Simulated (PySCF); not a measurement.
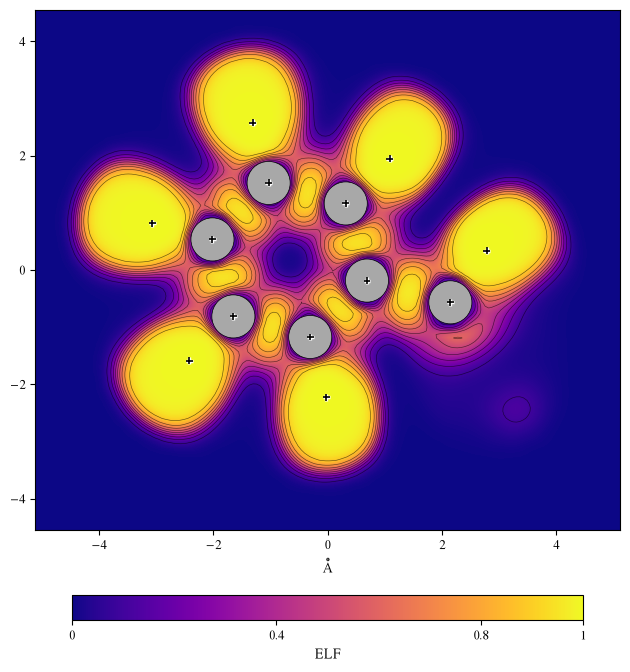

The ELF on a plane through atoms (crosses mark nuclei in the plane; grey discs cover the cores).

Method: B3LYP/def2-SVPD, SCF density, gas phase in PySCF 2.14.0.

Candidates:
A. C$_{8}$H$_{11}$N$_{2}$ (SMILES [NH2+]=CNCc1ccccc1) (charge +1)
B. F$_{2}$GeH$_{4}$P$_{2}$ (SMILES FP(F)[PH][GeH3])

### Which candidate gave the map?

Candidate A: C$_{8}$H$_{11}$N$_{2}$ on the plane of atoms C9, C10 and H21, which holds C and H. C–C (1.39 Å): the ELF peaks at about 0.95 between the atoms (localised, covalent bonding).
